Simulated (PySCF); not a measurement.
# SVWN5/def2-TZVP (core potential) run of SnSe (SMILES [Se][Sn])

What is the energy change on altering one bond length of SnSe at SVWN5/def2-TZVP (core potential)? 

The calculation is run with PySCF 2.14.0.

1 further run of the same task is left out (set aside as unsound or not needed).

## 1. The system as given

SnSe: 2 atoms, total charge 0, spin state singlet. SMILES: `[Se][Sn]`. The shape is that of a PBE0-D4/def2-TZVP optimisation.

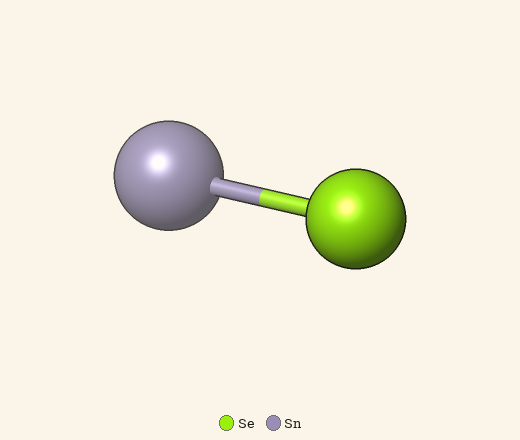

Viewed from a chosen angle; selenium green, tin purple.

## 2. The energy at SVWN5/def2-TZVP (core potential)

input.py

```python
from pyscf import gto, dft

molecule = gto.Mole()
molecule.atom = '''
Se   0.000000   0.000000   0.006530
Sn   0.000000   0.000000   2.331810
'''
molecule.ecp = {'Sn': 'def2-svp'}
molecule.verbose = 3
molecule.max_memory = 1860
molecule.charge = 0
molecule.basis = 'def2-tzvp'
molecule.build()

mf = dft.RKS(molecule, xc='svwn')
mf.grids.level = 5
mf.conv_tol = 1e-10
mf.kernel()
if not mf.converged:
    mf = mf.newton().run(mf.mo_coeff, mf.mo_occ)

e_tot = mf.e_tot
print('E(%s) = %.9f' % ('SVWN5', e_tot))
```

Command:

```bash
$ OMP_NUM_THREADS=1 python input.py
```

Standard output:

```text
converged SCF energy = -2612.1840115227
E(SVWN5) = -2612.184011523
```

Wall time 6.6 s (1 thread of Arm Neoverse V2, shared host); peak memory 0.32 GiB.

## 3. The distorted shape

run.py

```python
from pyscf import gto, dft

molecule = gto.M(
    atom=[
    ('Se', (0.000000, -0.000000, -0.342290)),
    ('Sn', (-0.000000, 0.000000, 2.331810)),
],
    basis='def2-tzvp',
    ecp={'Sn': 'def2-svp'},
    max_memory=1860,
    verbose=4,
)

mf = dft.RKS(molecule, xc='svwn')
mf.conv_tol = 1e-10
mf.grids.level = 5
mf.kernel()
if not mf.converged:
    mf = mf.newton().run(mf.mo_coeff, mf.mo_occ)

energy = mf.e_tot
print('E = %.10f Eh' % energy)
```

Command:

```bash
$ OMP_NUM_THREADS=1 python run.py
```

Standard output:

```text
PySCF version 2.14.0

[INPUT] num. atoms = 2
[INPUT] num. electrons = 56
[INPUT] charge = 0
[INPUT] spin (= nelec alpha-beta = 2S) = 0
[INPUT] symmetry False subgroup None
[INPUT] Mole.unit = angstrom
[INPUT] Symbol           X                Y                Z      unit          X                Y                Z       unit  Magmom
[INPUT]  1 Se     0.000000000000   0.000000000000  -0.342290000000 AA    0.000000000000   0.000000000000  -0.646834355177 Bohr   0.0
[INPUT]  2 Sn     0.000000000000   0.000000000000   2.331810000000 AA    0.000000000000   0.000000000000   4.406482274522 Bohr   0.0

nuclear repulsion = 148.02159746014
number of shells = 32
number of NR pGTOs = 194
number of NR cGTOs = 98
basis = def2-tzvp
ecp = {'Sn': 'def2-svp'}

[... 67 lines left out ...]
converged SCF energy = -2612.15606436181
E = -2612.1560643618 Eh
```

It took 7.2 s on 1 thread of Arm Neoverse V2, shared host; peak memory 0.32 GiB.

## 4. Results

Level: SVWN5/def2-TZVP (core potential).

| quantity | value |
| --- | --- |
| first shape: total energy | -2612.18401 Eh |
| first shape: dipole moment | 2.75 D |
| first shape: HOMO energy | -6.34 eV |
| first shape: LUMO energy | -3.40 eV |
| first shape: HOMO–LUMO gap | 2.93 eV |
| distorted shape: total energy | -2612.15606 Eh |
| distorted shape: dipole moment | 3.96 D |
| distorted shape: HOMO energy | -5.80 eV |
| distorted shape: LUMO energy | -3.92 eV |
| distorted shape: HOMO–LUMO gap | 1.87 eV |
| energy change with the Se1–Sn2 bond stretched from 2.325 to 2.674 Å | 0.760 eV |

In words: With the Se1–Sn2 bond stretched from 2.325 to 2.674 Å the energy rises by 0.76 eV (17.5 kcal/mol). The first shape isn't relaxed at this level, so the change isn't measured from a minimum.
